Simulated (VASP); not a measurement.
Band structure of SrTiO₃ (cubic perovskite). All values below come from AM05 GGA, VASP's PBE PAW potentials (set 64) (plane waves; VASP).

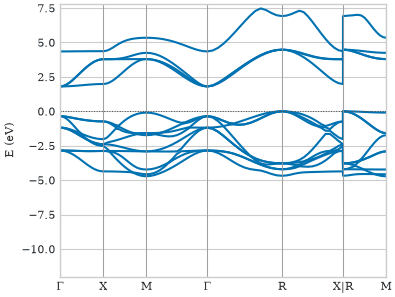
Figure. Bands along high-symmetry lines, zero at the valence-band maximum or, without a gap, the Fermi level

Q: Read the plot: is there a gap, and where are the band edges?

A: The gap is indirect, 1.81 eV, from the valence maximum at R to the conduction minimum at Γ. (Edges off the drawn lines would not show.)

Measured: gap 3.59 eV (computed value off by -1.78 eV), as given by Anna Miglio et al., npj Computational Materials (2020), arXiv:2011.12765 [zero-point renormalisation of 336 meV (experimental, the table's column) added back].

The compound is SrTiO3 in the cubic perovskite structure, the ideal cubic form; the compound distorts at low or room temperature. It was relaxed first.
